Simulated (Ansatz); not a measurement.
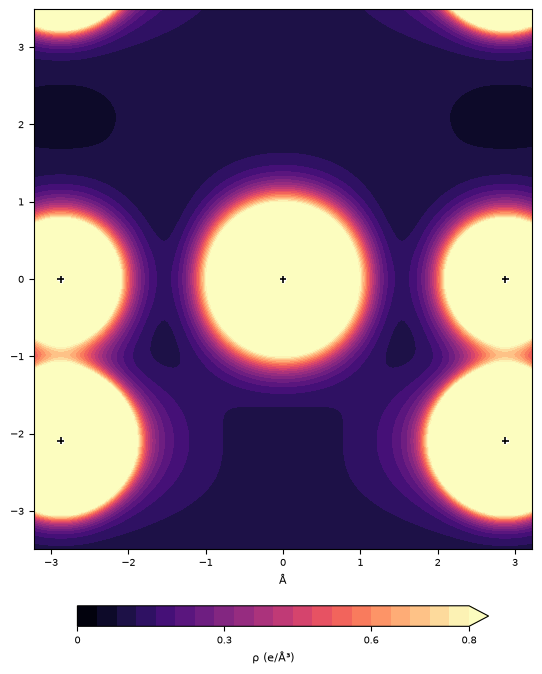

The valence electron density on a plane through atoms (crosses mark nuclei in the plane).

Level of theory: DFT PBE, scalar-relativistic, plane waves, PAW (Ansatz 0.2.0).

Candidates:
A. Hf$_{3}$S$_{5}$, a = 11.39 Å, b = 5.12 Å, c = 7.99 Å, α = 90.00°, β = 134.29°, γ = 90.00°. Space group C2/m; a generated structure, not necessarily the stable one.
B. Mg$_{3}$CdS$_{2}$, a = 3.62 Å, b = 3.62 Å, c = 21.55 Å, α = 90.00°, β = 90.00°, γ = 120.00°. Space group P6₃/mmc; a generated structure, not necessarily the stable one.
C. LaHfO, a = 3.62 Å, b = 3.62 Å, c = 5.75 Å, α = 90.00°, β = 90.00°, γ = 120.00°. Space group P-6m2; a generated structure, not necessarily the stable one; computed without spin polarisation.

Question: Which candidate gave the map?

Answer: Candidate C: LaHfO on the (110) plane of the conventional cell, which holds La, Hf and O. Hf–O (2.09 Å): ρ at the midpoint is about 0.75 e/Å³. La–O (2.87 Å): ρ is about 0.16 e/Å³ halfway.
